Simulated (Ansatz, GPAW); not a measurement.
**Optical response of NaHgF3 (model structure)**

Aim: the dielectric function of NaHgF3 (model structure), and the optical constants that follow from it. The cell was made here by substitution or stacking, whether or not such a phase is known. It was built so: All Cd replaced by Hg and K replaced by Na in the Pm-3m structure of KCdF3. The cell is first relaxed with Ansatz.

Main program and level: GPAW 26.7.0; DFT, PBE, plane-wave PAW (GPAW data sets), scalar-relativistic, RPA, optical limit.

## 1. Starting point

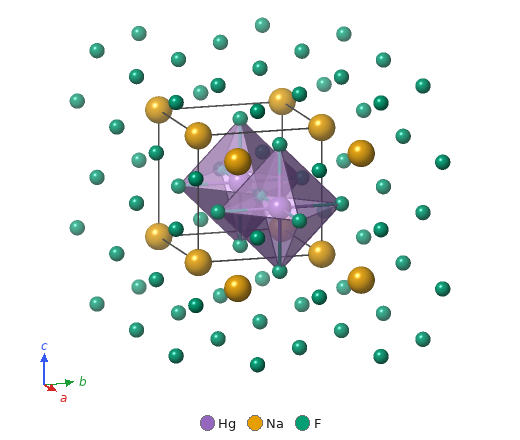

The cell as given, slightly off an axis (mercury purple, sodium orange, fluorine teal). 2×1×1 cells are drawn. Some periodic images of atoms are drawn too.

## 2. Relaxation

Spectra hang on bond lengths, so the cell is first brought to its minimum.

This step: DFT, PBE, plane-wave PAW, default files, scalar-relativistic, relaxation (Ansatz 0.2.0).

input.yaml reads:

```yaml
crystal:
  lattice:
    - [4.00901928, 0.0, 0.0]
    - [0.0, 4.00901928, 0.0]
    - [0.0, 0.0, 4.00901928]
  atoms:
    - { symbol: Hg, position: [0.5, 0.5, 0.5] }
    - { symbol: Na, position: [0.0, 0.0, 0.0] }
    - { symbol: F, position: [0.5, 0.5, 0.0] }
    - { symbol: F, position: [0.5, 0.0, 0.5] }
    - { symbol: F, position: [0.0, 0.5, 0.5] }
kpoints:
  mp_grid: { grid: [6, 6, 6] }
scf:
  occupations: { method: fermi_dirac, width: 0.05 }
hamiltonian:
  xc: pbe
output:
  forces: true
  stress: true
relax:
  f_tol: 0.02
  max_steps: 50
  cell: {}
```

On the command line:

```
$ ansatz run input.yaml --threads 1 --pin off --max-ram 4096MiB --backend cpu --events-out ev --progress --plain --runs-dir out
```

Numbers of over 12 decimals in the logs are rounded to 6 here.

What it wrote:

```text
Engine: ansatz 0.2.0, x86_64-unknown-linux-gnu
Pseudopotentials: kind: paw
Pseudopotential: Hg, paw, valence charge 20, recommended cutoff 420 eV (normal), Hg.paw.azcp
Pseudopotential: Na, paw, valence charge 9, recommended cutoff 420 eV (normal), Na.paw.azcp
Pseudopotential: F, paw, valence charge 7, recommended cutoff 420 eV (normal), F.paw.azcp
Functional definition: PBE
  parameter kappa = 0.804
  parameter beta = 0.066725
  exchange = pbe_x(kappa = kappa, mu = beta*pi^2/3)
  correlation = pbe_c(beta = beta)
Crystal: 5 atoms, lattice volume = 64.434 Å³
Basis set: ecut = 420 eV, 1237 PW (Γ), exchange–correlation on 54×54×54 points (8 copies of the dense FFT grid, shifted against one another)
Bands: 30, of which v1, the nominal top of the filled ones, is band 25 counted from 1 (24 counted from 0)
Symmetry: 48 space group operations
Space group: Pm-3m (ITA 221), of the structure as read, at distance tolerance 4.0e-5 Å
k-points: 20 of 216
Non-local potential: Hg, projectors of the file, l = 0: 3, l = 1: 2, l = 2: 2, l = 3: 1
Non-local potential: Na, projectors of the file, l = 0: 3, l = 1: 2, l = 2: 1
Non-local potential: F, projectors of the file, l = 0: 2, l = 1: 2, l = 2: 1
PAW form: soft (Blöchl's): semilocal exchange-correlation on the pseudo side does not see the compensation charge
PAW one-centre angular grid: Hg, 590 points (default); XC on 64 Gauss nodes
PAW one-centre angular grid: Na, 110 points (default); XC on 64 Gauss nodes
PAW one-centre angular grid: F, 110 points (default); XC on 64 Gauss nodes
Initial density: superposition of atomic densities (neutral atoms: chi_scale 0, normalization atom), corrected by the library's trained network
Initial wavefunctions: pseudopotential atomic-orbital guess
Functional: x = pbe(κ = 0.804, μ = 0.219515), c = pbe(β = 0.066725)
SCF iter   1: F=—  HF=-17722.052952 eV  |F-HF|=—  |Δ(HF+E_count)|=         —  Δρ=3.40e-3  dr2=8.16e-3  ethr=1.77e-3  ⟨swp⟩=6.0  Hψ=2460  notcnv=0
preconditioner: auto → Resta (q_TF=auto, 2.615 Å⁻¹)  ε∞=3.6  [insulator: Δε(μ)=0.276 eV  Ē_g=18.290 eV  σ=0.050 eV  W_gap=0.58  n_scr=18 (ndim 8)  ℏωp=29.3 eV  f_vac=0.209  D(μ)=0.79/eV (n_scr^D=0)  ε∞_Penn≈3.6]
SCF iter   2: F=—  HF=-17722.052753 eV  |F-HF|=—  |Δ(HF+E_count)|=   2.00e-4  Δρ=1.49e-3  dr2=1.29e-3  ethr=1.63e-5  ⟨swp⟩=2.0  Hψ=1089  notcnv=0  defer=2
SCF iter   3: F=—  HF=-17722.052858 eV  |F-HF|=—  |Δ(HF+E_count)|=   1.05e-4  Δρ=6.67e-4  dr2=2.92e-4  ethr=2.58e-6  ⟨swp⟩=2.0  Hψ=806  notcnv=0  defer=2
SCF iter   4: F=—  HF=-17722.052880 eV  |F-HF|=—  |Δ(HF+E_count)|=   2.21e-5  Δρ=2.08e-4  dr2=4.37e-5  ethr=5.84e-7  ⟨swp⟩=2.0  Hψ=843  notcnv=0  defer=2
SCF iter   5: F=—  HF=-17722.050269 eV  |F-HF|=—  |Δ(HF+E_count)|=   2.61e-3  Δρ=6.95e-5  dr2=3.98e-6  ethr=8.74e-8  ⟨swp⟩=2.0  Hψ=960  notcnv=0  defer=2
SCF iter   6: F=—  HF=-17722.050270 eV  |F-HF|=—  |Δ(HF+E_count)|=   9.41e-7  Δρ=2.77e-5  dr2=2.40e-7  ethr=7.97e-9  ⟨swp⟩=2.0  Hψ=893  notcnv=0  defer=2
SCF iter   7: F=-17722.050270 eV  HF=-17722.050270 eV  |F-HF|=5.66e-9  |Δ(HF+E_count)|=   1.19e-8  Δρ=6.33e-6  dr2=1.20e-8  ethr=2.00e-10  ⟨swp⟩=4.0  Hψ=1948  notcnv=0
SCF 1 converged in 7 iterations: F = -17722.050270 eV  dr2 = 1.20e-8
  greatest PAW one-centre occupation: 1.001 electrons in one spin orbital (limit 2), on the Hg atom at site 0 (counted from 0), in its partial waves of l = 1
relax step   1: F+E_penalty+E_count = -17722.05026986 eV  Δ(F+E_penalty+E_count) = +0.000e0 eV  max|allowed force component| = 1.684e-28 eV/Å  Δτ_max = 0.0000 Å  P = +50.413 GPa  Ω = 64.434 Å³  (7 SCF iters, dr2 threshold 1.00e-7 eV, accepted)
Crystal: 5 atoms, lattice volume = 74.324 Å³
Basis set: ecut = 420 eV, 1419 PW (Γ), exchange–correlation on 54×54×54 points (8 copies of the dense FFT grid, shifted against one another)
Initial density: handed on by an earlier stage of this run
Initial wavefunctions: those handed on with the density
iter 1 solved again at ethr=4.11e-4 eV; its pass at ethr=3.10e-3 eV (dr2=2.06e-1 eV) is discarded
SCF iter   1: F=—  HF=-17724.223266 eV  |F-HF|=—  |Δ(HF+E_count)|=         —  Δρ=1.42e-2  dr2=2.04e-1  ethr=4.11e-4  ⟨swp⟩=1.0  Hψ=3113  notcnv=0
preconditioner: auto → Resta (q_TF=auto, 2.554 Å⁻¹)  ε∞=3.5  [insulator: Δε(μ)=0.203 eV  Ē_g=17.199 eV  σ=0.050 eV  W_gap=0.77  n_scr=18 (ndim 8)  ℏωp=27.2 eV  f_vac=0.272  D(μ)=0.42/eV (n_scr^D=0)  ε∞_Penn≈3.5]
SCF iter   2: F=—  HF=-17724.153808 eV  |F-HF|=—  |Δ(HF+E_count)|=   6.95e-2  Δρ=7.62e-3  dr2=3.59e-2  ethr=4.07e-4  ⟨swp⟩=2.0  Hψ=903  notcnv=0
SCF iter   3: F=—  HF=-17724.139691 eV  |F-HF|=—  |Δ(HF+E_count)|=   1.41e-2  Δρ=2.47e-3  dr2=5.53e-3  ethr=7.18e-5  ⟨swp⟩=2.6  Hψ=1137  notcnv=0  defer=16
SCF iter   4: F=—  HF=-17724.137983 eV  |F-HF|=—  |Δ(HF+E_count)|=   1.71e-3  Δρ=1.31e-3  dr2=9.57e-4  ethr=1.11e-5  ⟨swp⟩=2.0  Hψ=853  notcnv=0  defer=16
SCF iter   5: F=—  HF=-17724.137810 eV  |F-HF|=—  |Δ(HF+E_count)|=   1.74e-4  Δρ=3.32e-4  dr2=6.92e-5  ethr=1.91e-6  ⟨swp⟩=2.0  Hψ=900  notcnv=0  defer=16
SCF iter   6: F=—  HF=-17724.134614 eV  |F-HF|=—  |Δ(HF+E_count)|=   3.20e-3  Δρ=6.12e-5  dr2=1.70e-6  ethr=1.38e-7  ⟨swp⟩=2.0  Hψ=986  notcnv=0  defer=16
SCF iter   7: F=-17724.134616 eV  HF=-17724.134616 eV  |F-HF|=1.27e-7  |Δ(HF+E_count)|=   1.42e-6  Δρ=1.23e-5  dr2=6.64e-8  ethr=1.00e-9  ⟨swp⟩=4.0  Hψ=2122  notcnv=0
SCF 2 converged in 7 iterations: F = -17724.134616 eV  dr2 = 6.64e-8
relax step   2: F+E_penalty+E_count = -17724.13461590 eV  Δ(F+E_penalty+E_count) = -2.084e0 eV  max|allowed force component| = 5.095e-29 eV/Å  Δτ_max = 0.0000 Å  P = +20.828 GPa  Ω = 74.324 Å³  energy of the carried Pulay correction = -3.052e-2 eV  (7 SCF iters, dr2 threshold 5.00e-7 eV, accepted)
Crystal: 5 atoms, lattice volume = 83.295 Å³
Basis set: ecut = 420 eV, 1647 PW (Γ), exchange–correlation on 54×54×54 points (8 copies of the dense FFT grid, shifted against one another)
iter 1 solved again at ethr=3.28e-4 eV; its pass at ethr=3.10e-3 eV (dr2=1.64e-1 eV) is discarded
SCF iter   1: F=—  HF=-17724.843405 eV  |F-HF|=—  |Δ(HF+E_count)|=         —  Δρ=1.17e-2  dr2=1.56e-1  ethr=3.28e-4  ⟨swp⟩=1.0  Hψ=2895  notcnv=0
preconditioner: auto → Resta (q_TF=auto, 2.506 Å⁻¹)  ε∞=3.4  [insulator: Δε(μ)=0.541 eV  Ē_g=16.536 eV  σ=0.050 eV  W_gap=0.87  n_scr=26 (ndim 8)  ℏωp=25.7 eV  f_vac=0.303  D(μ)=0.17/eV (n_scr^D=0)  ε∞_Penn≈3.4]
SCF iter   2: F=—  HF=-17724.791603 eV  |F-HF|=—  |Δ(HF+E_count)|=   5.18e-2  Δρ=6.46e-3  dr2=2.55e-2  ethr=3.13e-4  ⟨swp⟩=2.1  Hψ=935  notcnv=0
SCF iter   3: F=—  HF=-17724.781914 eV  |F-HF|=—  |Δ(HF+E_count)|=   9.69e-3  Δρ=2.26e-3  dr2=5.00e-3  ethr=5.09e-5  ⟨swp⟩=2.5  Hψ=1124  notcnv=0  defer=14
SCF iter   4: F=—  HF=-17724.780369 eV  |F-HF|=—  |Δ(HF+E_count)|=   1.55e-3  Δρ=1.02e-3  dr2=7.01e-4  ethr=1.00e-5  ⟨swp⟩=2.0  Hψ=828  notcnv=0  defer=14
SCF iter   5: F=—  HF=-17724.780270 eV  |F-HF|=—  |Δ(HF+E_count)|=   9.88e-5  Δρ=2.66e-4  dr2=5.19e-5  ethr=1.40e-6  ⟨swp⟩=2.4  Hψ=956  notcnv=0  defer=14
SCF iter   6: F=—  HF=-17724.777000 eV  |F-HF|=—  |Δ(HF+E_count)|=   3.27e-3  Δρ=5.12e-5  dr2=1.32e-6  ethr=1.04e-7  ⟨swp⟩=2.2  Hψ=992  notcnv=0  defer=14
SCF iter   7: F=-17724.777001 eV  HF=-17724.777001 eV  |F-HF|=2.15e-7  |Δ(HF+E_count)|=   1.45e-6  Δρ=1.46e-5  dr2=1.06e-7  ethr=1.00e-9  ⟨swp⟩=4.0  Hψ=2133  notcnv=0
SCF 3 converged in 7 iterations: F = -17724.777001 eV  dr2 = 1.06e-7
  greatest PAW one-centre occupation: 1.000 electrons in one spin orbital (limit 2), on the Hg atom at site 0 (counted from 0), in its partial waves of l = 1
relax step   3: F+E_penalty+E_count = -17724.77700133 eV  Δ(F+E_penalty+E_count) = -6.424e-1 eV  max|allowed force component| = 5.097e-29 eV/Å  Δτ_max = 0.0000 Å  P = +4.041 GPa  Ω = 83.295 Å³  energy of the carried Pulay correction = -5.471e-2 eV  (7 SCF iters, dr2 threshold 5.00e-7 eV, accepted)
[... from here on, the SCF cycles and remarks between the steps are left out ...]
relax step   4: F+E_penalty+E_count = -17724.80413961 eV  Δ(F+E_penalty+E_count) = -2.714e-2 eV  max|allowed force component| = 3.340e-29 eV/Å  Δτ_max = 0.0000 Å  P = +0.294 GPa  Ω = 85.786 Å³  energy of the carried Pulay correction = -6.092e-2 eV  (6 SCF iters, dr2 threshold 5.00e-7 eV, accepted)
relax step   5: F+E_penalty+E_count = -17724.80383194 eV  Δ(F+E_penalty+E_count) = +3.077e-4 eV  max|allowed force component| = 1.868e-29 eV/Å  Δτ_max = 0.0000 Å  P = +0.002 GPa  Ω = 85.988 Å³  energy of the carried Pulay correction = -6.141e-2 eV  (5 SCF iters, dr2 threshold 2.17e-7 eV, accepted)
relax step   6: F+E_penalty+E_count = -17725.19904697 eV  Δ(F+E_penalty+E_count) = -3.952e-1 eV  max|allowed force component| = 2.440e-29 eV/Å  Δτ_max = 0.0000 Å  P = +6.398 GPa  Ω = 85.988 Å³  stress off target by 6.40e0 GPa  SCF on the basis re-selected at this cell (its energy is not comparable with the rows above)  (10 SCF iters)
relax step   7: F+E_penalty+E_count = -17725.30782971 eV  Δ(F+E_penalty+E_count) = -1.088e-1 eV  max|allowed force component| = 1.153e-28 eV/Å  Δτ_max = 0.0000 Å  P = +2.624 GPa  Ω = 90.500 Å³  energy of the carried Pulay correction = -1.591e-2 eV  (6 SCF iters, dr2 threshold 5.00e-7 eV, accepted)
relax step   8: F+E_penalty+E_count = -17725.32157427 eV  Δ(F+E_penalty+E_count) = -1.374e-2 eV  max|allowed force component| = 8.283e-30 eV/Å  Δτ_max = 0.0000 Å  P = +0.355 GPa  Ω = 93.926 Å³  energy of the carried Pulay correction = -3.324e-2 eV  (6 SCF iters, dr2 threshold 5.00e-7 eV, accepted)
relax step   9: F+E_penalty+E_count = -17725.31888191 eV  Δ(F+E_penalty+E_count) = +2.692e-3 eV  max|allowed force component| = 3.493e-29 eV/Å  Δτ_max = 0.0000 Å  P = +0.025 GPa  Ω = 94.487 Å³  energy of the carried Pulay correction = -3.660e-2 eV  (5 SCF iters, dr2 threshold 3.16e-7 eV, accepted)
relax step  10: F+E_penalty+E_count = -17725.36002457 eV  Δ(F+E_penalty+E_count) = -4.114e-2 eV  max|allowed force component| = 7.234e-29 eV/Å  Δτ_max = 0.0000 Å  P = +0.216 GPa  Ω = 94.487 Å³  stress off target by 2.16e-1 GPa  SCF on the basis re-selected at this cell (its energy is not comparable with the rows above)  (8 SCF iters)
relax step  11: F+E_penalty+E_count = -17725.35932317 eV  Δ(F+E_penalty+E_count) = +7.014e-4 eV  max|allowed force component| = 4.506e-29 eV/Å  Δτ_max = 0.0000 Å  P = +0.010 GPa  Ω = 94.856 Å³  energy of the carried Pulay correction = -9.612e-4 eV  (5 SCF iters, dr2 threshold 1.16e-7 eV, accepted)
iter 1 solved again at ethr=2.12e-7 eV; its pass at ethr=3.10e-3 eV (dr2=1.06e-4 eV) is discarded
SCF iter   1: F=—  HF=-17725.359858 eV  |F-HF|=—  |Δ(HF+E_count)|=         —  Δρ=9.95e-5  dr2=5.45e-7  ethr=2.12e-7  ⟨swp⟩=3.0  Hψ=3868  notcnv=0
preconditioner: auto → Resta (q_TF=auto, 2.452 Å⁻¹)  ε∞=3.3  [insulator: Δε(μ)=0.396 eV  Ē_g=15.890 eV  σ=0.050 eV  W_gap=0.92  n_scr=26 (ndim 8)  ℏωp=24.1 eV  f_vac=0.331  D(μ)=0.03/eV (n_scr^D=0)  ε∞_Penn≈3.3]
SCF iter   2: F=—  HF=-17725.360156 eV  |F-HF|=—  |Δ(HF+E_count)|=   2.97e-4  Δρ=5.02e-5  dr2=2.48e-7  ethr=1.09e-9  ⟨swp⟩=2.8  Hψ=1157  notcnv=0
SCF iter   3: F=—  HF=-17725.360249 eV  |F-HF|=—  |Δ(HF+E_count)|=   9.34e-5  Δρ=2.53e-5  dr2=3.71e-8  ethr=4.95e-10  ⟨swp⟩=2.1  Hψ=848  notcnv=0
SCF iter   4: F=—  HF=-17725.360278 eV  |F-HF|=—  |Δ(HF+E_count)|=   2.83e-5  Δρ=7.71e-6  dr2=5.93e-9  ethr=7.42e-11  ⟨swp⟩=2.0  Hψ=981  notcnv=0
SCF iter   5: F=—  HF=-17725.360281 eV  |F-HF|=—  |Δ(HF+E_count)|=   2.97e-6  Δρ=1.71e-6  dr2=1.31e-9  ethr=1.19e-11  ⟨swp⟩=2.0  Hψ=972  notcnv=0
SCF iter   6: F=—  HF=-17725.360281 eV  |F-HF|=—  |Δ(HF+E_count)|=   4.55e-8  Δρ=5.31e-7  dr2=1.74e-10  ethr=2.62e-12  ⟨swp⟩=2.2  Hψ=840  notcnv=0
SCF iter   7: F=-17725.360281 eV  HF=-17725.360281 eV  |F-HF|=0.00e0  |Δ(HF+E_count)|=  2.47e-10  Δρ=9.98e-8  dr2=3.39e-12  ethr=1.00e-12  ⟨swp⟩=4.0  Hψ=2028  notcnv=0
SCF 12 converged in 7 iterations: F = -17725.360281 eV  dr2 = 3.39e-12
relax step  12: F+E_penalty+E_count = -17725.36028069 eV  Δ(F+E_penalty+E_count) = -9.575e-4 eV  max|allowed force component| = 1.934e-29 eV/Å  Δτ_max = 0.0000 Å  P = +0.015 GPa  Ω = 94.856 Å³  stress off target by 1.46e-2 GPa  SCF on the basis re-selected at this cell (its energy is not comparable with the rows above)  (7 SCF iters)
basis re-selected at this cell: Δ(F+E_penalty+E_count) = -9.575e-4 eV, ΔP = +0.004 GPa vs the last step (what re-selecting the basis moved, of the pressure what is left beyond the Pulay correction that the steps carried, after the strain that the cell walked since its last selection, with what the two solves' SCF thresholds leave and, on support functions, any second-order correction that the steps lacked; it is no m [...]
SCF converged after 7 iterations
Free energy (F): -17725.360281 eV
Harris-Foulkes:  -17725.360281 eV  (|F-HF|=0.00e0)
Internal energy: -17725.359933 eV  (E = F + TS)
E sigma→0 (E₀):  -17725.360107 eV
Entropy (-TS):   -0.000348 eV (-0.070 meV/atom)
Fermi energy:    3.443167 eV
--- Per-component energies (eV) ---
  E_band       = -897.306600
  E_kinetic    = 1338.939214
  E_local      = -6959.556830  (includes V_loc(G=0)·N_el)
  E_nonlocal   = 412.124088
  E_hartree    = 2802.223047
  E_xc         = -496.165478
  E_vxc        = -615.607221  (∫ρ·V_xc dr)
  E_paw        = -10808.986248  (= ΣΔE_a)
  E_vpaw       = -677.659148  (= ΣTr[D̂ρ^β])
  E_aug_tail   = 0.007228  (compensation charges beyond the density's cutoff)
  E_ewald      = -4013.944953
  E_smearing   = -0.000348  (= −TS)
  E_closure    = 0.000000  (closes the sum)
  Σ components = -17725.360281   (vs F -17725.360281, Δ=0.00e0)
--- Forces (eV/Å), atoms counted from 1 ---
  atom   1  Hg    -0.00000000    -0.00000000     0.00000000
  atom   2  Na    -0.00000000    -0.00000000    -0.00000000
  atom   3  F      0.00000000    -0.00000000    -0.00000000
  atom   4  F     -0.00000000    -0.00000000    -0.00000000
  atom   5  F     -0.00000000    -0.00000000    -0.00000000
  max |Σ_I F_I| component: 2.95e-29 eV/Å
--- Stress (GPa, compression-positive) ---
        0.014586       0.000000       0.000000
        0.000000       0.014586       0.000000
        0.000000       0.000000       0.014586
  P = ⅓ Tr σ = 0.0146 GPa (0.146 kbar)
--- Relaxed structure (9 steps of the walk, 9 accepted, 3 SCFs on fresh bases) ---
  F+E_penalty+E_count = -17725.36028069 eV   max|allowed force component| = 1.934e-29 eV/Å   (the final SCF, on the basis selected at the relaxed cell)
  cell:  # Å, volume = 94.8557 Å³
    - [4.560591, 0, 0]
    - [0, 4.560591, 0]
    - [0, 0, 4.560591]
  atoms:
    - { symbol: Hg, position: [0.5, 0.5, 0.5] }
    - { symbol: Na, position: [0, 0, 0] }
    - { symbol: F, position: [0.5, 0.5, 0] }
    - { symbol: F, position: [0.5, 0, 0.5] }
    - { symbol: F, position: [0, 0.5, 0.5] }
```

Elapsed: 16 s, on 1 thread of Intel Xeon 6975P-C (Granite Rapids), shared host; peak memory 0.42 GiB.

Relaxation path:

```tsv
step	energy less that of the first step (eV)	largest force component (eV/Å)	pressure (GPa)	volume (Å³)
1	0.0000	0.0000	50.41	64.43
2	-2.0843	0.0000	20.83	74.32
3	-2.7267	0.0000	4.04	83.30
4	-2.7539	0.0000	0.29	85.79
5	-2.7536	0.0000	0.00	85.99
6*	-3.1488	0.0000	6.40	85.99
7	-3.2576	0.0000	2.62	90.50
8	-3.2713	0.0000	0.36	93.93
9	-3.2686	0.0000	0.03	94.49
10*	-3.3098	0.0000	0.22	94.49
11	-3.3091	0.0000	0.01	94.86
12*	-3.3100	0.0000	0.01	94.86
```

Relaxation steps marked * repeat the geometry before them on a plane-wave basis chosen anew for their cell, so energy and pressure can jump there.

The run keeps the 48 symmetry operations that it works with, so distortions that break them were not tested.

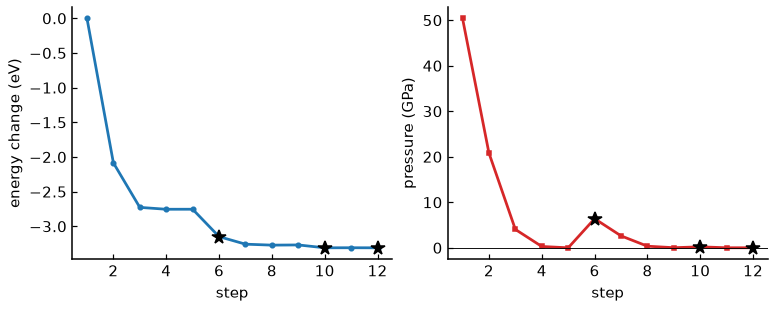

Energy and pressure along the relaxation. Stars mark steps on a basis chosen anew.

```tsv
cell as run	before	after	change
a (Å)	4.009	4.561	+13.8 %
b (Å)	4.009	4.561	+13.8 %
c (Å)	4.009	4.561	+13.8 %
volume (Å³/atom)	12.89	18.97	+47.2 %
```

The relaxed structure:

```xyz
5
Lattice="4.5606 0.0000 0.0000 0.0000 4.5606 0.0000 0.0000 0.0000 4.5606" Properties=species:S:1:pos:R:3 pbc="T T T"
Hg    2.2803    2.2803    2.2803
Na    0.0000    0.0000    0.0000
F     2.2803    2.2803    0.0000
F     2.2803    0.0000    2.2803
F     0.0000    2.2803    2.2803
```

The relaxation ends with a pressure of 0.01 GPa.

(Part 1 of 3 ends here.)

[Machine, clock and banner lines and Python warnings are left out of the logs.]

[Logs are printed without paths, hosts, clocks, repeated set-up lines and the standing remarks that a program may print on its own settings, such as how far it seeks lower states.]

[Hosts, paths, dates, database ids (printed as entryN), source tags and the programs' standing remarks are cut or masked in the printed files.]
